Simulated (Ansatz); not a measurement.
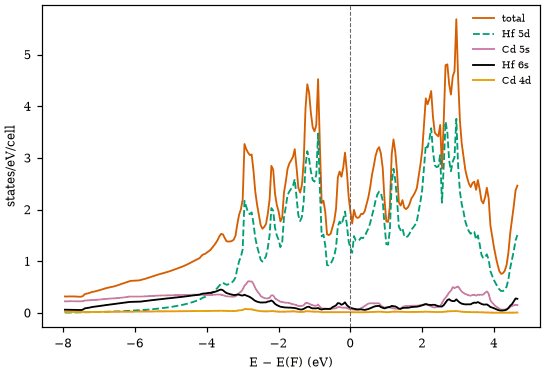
*Total and projected density of states of HfCd in space group P4/nmm (No. 129; Hf on 2c, Cd on 2c), the program Ansatz at the r²SCAN level (PAW)*

Problem. Which orbitals carry the states next to the Fermi level?

Solution. Within 0.5 eV of the Fermi level: Hf 5d 68 %, Hf 6s 5 %, outside the projected shells 21 %. Projections are on Löwdin-orthogonalised atomic valence shells; empty p or d shells of many metals are not among them.

Problem. Where is the tallest occupied peak in this window, and what makes it?

Solution. Near -0.9 eV, about 4.5 states/eV per cell; the largest projected share is Hf 5d.

The first step of the workflow began from a Materials Project structure, measured or hypothetical; the Crystallography Open Database copy checked does not list it. With Hf and Cd taken as one species the cell has the higher symmetry Fm-3m, so it may be an ordered model of a mixed-site phase. Its standing as an ambient phase is unchecked. The r²SCAN relaxation kept the symmetry of its start; its stability against distortions is not shown here. No spin polarisation was allowed. Scalar-relativistic: spin–orbit coupling is off unless named, which matters more the heavier the elements.

Potentials: the later of the program's two PAW sets.
